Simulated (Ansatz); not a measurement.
```
atom    x (Å)    y (Å)    z (Å)
   B  -0.8584   1.2461   0.2987
   C  -0.5163   0.3744  -0.9226
   C   0.0348  -1.0148  -0.5881
  Ga   1.1357  -0.7602   1.0482
   H  -1.5935   2.1882   0.2952
   H  -0.2798   1.0209   1.3503
   H  -1.2677   0.3880  -1.7198
   H   0.3076   1.0076  -1.3238
   H  -0.7866  -1.7021  -0.3720
   H   0.6007  -1.4452  -1.4184
   H   2.3875   0.1949   0.9473
   H   0.8358  -1.4977   2.4049
```

Geometry: PBE0-D4/def2-TZVP.

Level of theory: RKS PBE0-D4/def2-TZVPP (Ansatz 0.2.0).

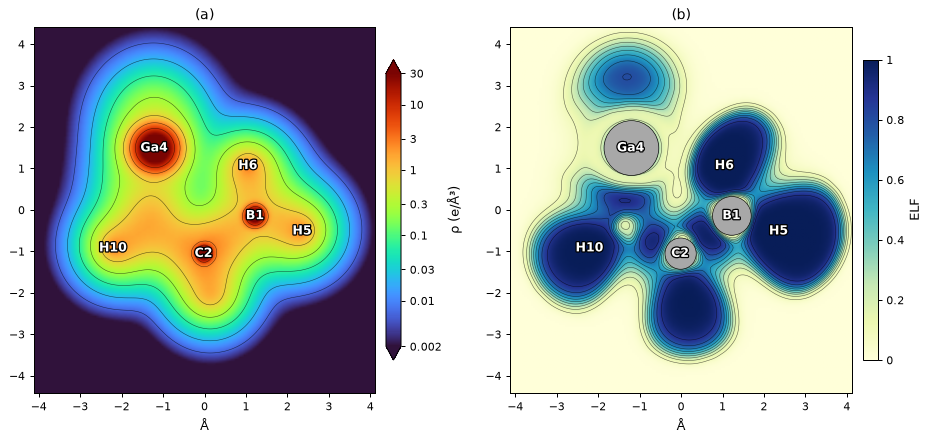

C$_{2}$H$_{8}$BGa (SMILES BC[CH2][GaH2]). (a) total electron density; (b) ELF on the plane of atoms H5, B1 and H6. Grey discs cover the atomic cores in the ELF map.

Interpret the plot.

- Atoms in the plane: B, C, Ga and H.
- C–B (1.54 Å): ρ at the midpoint is about 1.5 e/Å³; the ELF peaks at about 0.95 between the atoms; a covalent bond.
- B–H (1.19 Å): ρ is about 1.3 e/Å³ halfway; the ELF climbs to about 1 towards the hydrogen, as it does in any bond to H (an ordinary covalent bond to hydrogen).
